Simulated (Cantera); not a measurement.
Feed: 1 mol SiC, a varied amount of N₂O, 260 mol N₂, at 1077 °C and 0.0600 bar.

These are equilibrium values from Cantera (NASA tables, ideal gas, pure condensed phases), not measurements of a reactor. Candidate condensed phases: C, Si, SiC, SiO₂, Si₂N₂O, Si₃N₄; 34 gas species. Mutual solubility and eutectic melting of coexisting phases are not modelled. The numbers say what is thermodynamically allowed, not how fast it happens.

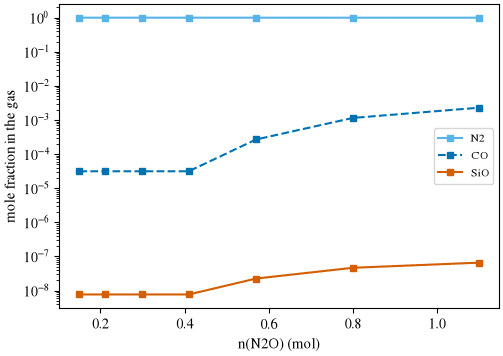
*Equilibrium gas composition (values under 1e-9 drawn at 1e-9)*

From 0.15 mol N₂O to 0.41 mol N₂O the condensed part is C(graphite) + Si₂N₂O(s) + Si₃N₄(s). From 0.57 mol N₂O to 1.1 mol N₂O the condensed part is C(graphite) + Si₂N₂O(s).
